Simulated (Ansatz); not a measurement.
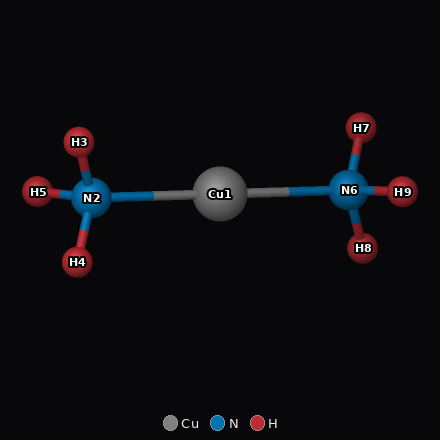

The system is [Cu(NH3)2]+, charge +1; the picture shows the reference structure. The first coordinate is: angle N2–Cu1–N6 (carried through 180); the second: change of the bonds Cu1–N2, Cu1–N6, all alike. Nothing is relaxed (all other coordinates rigid). The scan uses a 13 × 13 grid. Points are written as (first, second). Energies: kJ/mol, counted from the lowest grid point. Computed with RHF-MP2, frozen core/def2-TZVP in Ansatz.

Its coordinates:

```yaml
atoms:
  - { symbol: Cu, position_ang: [0.0000, 0.0000, 0.0000] }
  - { symbol: N, position_ang: [-0.0036, -0.0139, 1.8831] }
  - { symbol: H, position_ang: [-0.4190, 0.8275, 2.2819] }
  - { symbol: H, position_ang: [0.9342, -0.0799, 2.2778] }
  - { symbol: H, position_ang: [-0.5282, -0.7980, 2.2697] }
  - { symbol: N, position_ang: [0.0036, 0.0139, -1.8831] }
  - { symbol: H, position_ang: [-0.9363, 0.0172, -2.2782] }
  - { symbol: H, position_ang: [0.4743, -0.7979, -2.2816] }
  - { symbol: H, position_ang: [0.4749, 0.8312, -2.2695] }
```

Range: angle N2–Cu1–N6 (carried through 180) from 140.0 to 220.0°; change of the bonds Cu1–N2, Cu1–N6, all alike from −0.207 to 0.320 Å.

What landscape does the calculation give?

The lowest grid point is at (180.0°, 0.013 Å). It is the only kind of minimum in the scanned range. The highest grid point, (220.0°, −0.207 Å), lies 151 kJ/mol above the lowest. Round the minimum the two coordinates are nearly uncoupled.

| second ↓, first → | 140.0 | 146.7 | 153.3 | 160.0 | 166.7 | 173.3 | 180.0 | 186.7 | 193.3 | 200.0 | 206.7 | 213.3 | 220.0 |
| --- | --- | --- | --- | --- | --- | --- | --- | --- | --- | --- | --- | --- | --- |
| 0.320 | 89 | 84 | 80 | 76 | 74 | 72 | 71 | 72 | 74 | 76 | 80 | 84 | 89 |
| 0.276 | 78 | 72 | 67 | 63 | 60 | 58 | 57 | 58 | 60 | 63 | 67 | 72 | 78 |
| 0.232 | 67 | 61 | 55 | 50 | 47 | 45 | 44 | 45 | 47 | 50 | 55 | 61 | 67 |
| 0.188 | 58 | 50 | 44 | 38 | 35 | 32 | 31 | 32 | 35 | 38 | 44 | 50 | 58 |
| 0.144 | 50 | 41 | 34 | 28 | 24 | 21 | 20 | 21 | 24 | 28 | 34 | 41 | 50 |
| 0.100 | 44 | 34 | 26 | 19 | 14 | 11 | 10 | 11 | 14 | 19 | 26 | 34 | 44 |
| 0.056 | 41 | 30 | 21 | 14 | 8 | 5 | 3 | 5 | 8 | 14 | 21 | 30 | 41 |
| 0.013 | 42 | 30 | 20 | 11 | 5 | 1 | 0 | 1 | 5 | 11 | 20 | 30 | 42 |
| −0.031 | 47 | 34 | 23 | 13 | 7 | 3 | 1 | 3 | 7 | 13 | 23 | 34 | 47 |
| −0.075 | 59 | 44 | 32 | 22 | 14 | 10 | 8 | 10 | 14 | 22 | 32 | 44 | 59 |
| −0.119 | 79 | 63 | 49 | 38 | 30 | 25 | 23 | 25 | 30 | 38 | 49 | 63 | 79 |
| −0.163 | 109 | 91 | 76 | 64 | 55 | 50 | 48 | 50 | 55 | 64 | 76 | 91 | 109 |
| −0.207 | 151 | 132 | 116 | 103 | 93 | 88 | 86 | 88 | 93 | 103 | 116 | 132 | 151 |

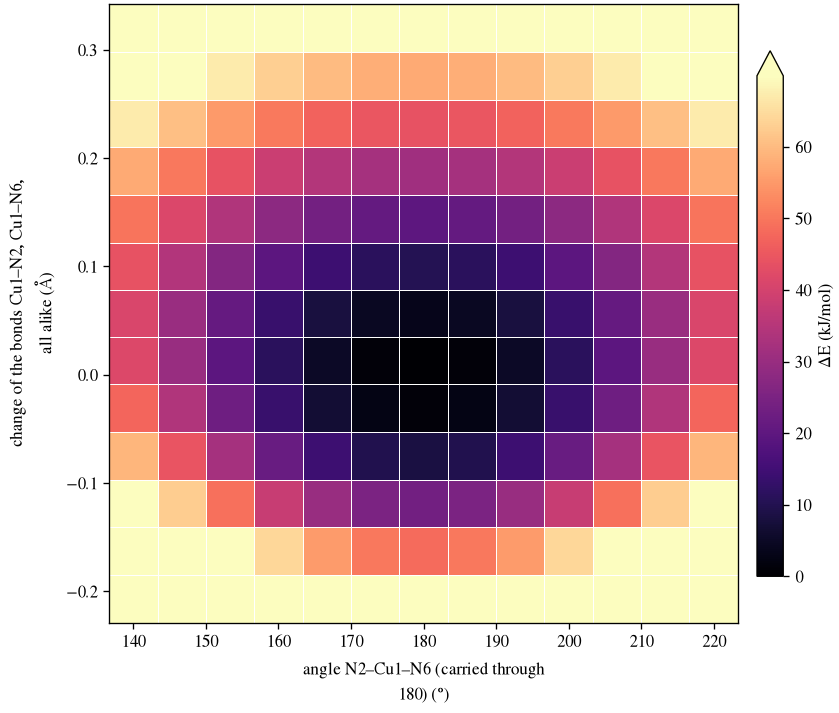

Drawn: one coloured cell a grid point, one colour for all values above the top of the scale.

Time for the 169 points that were run: 47 min on 1 thread of Arm Neoverse N1 (shared host).
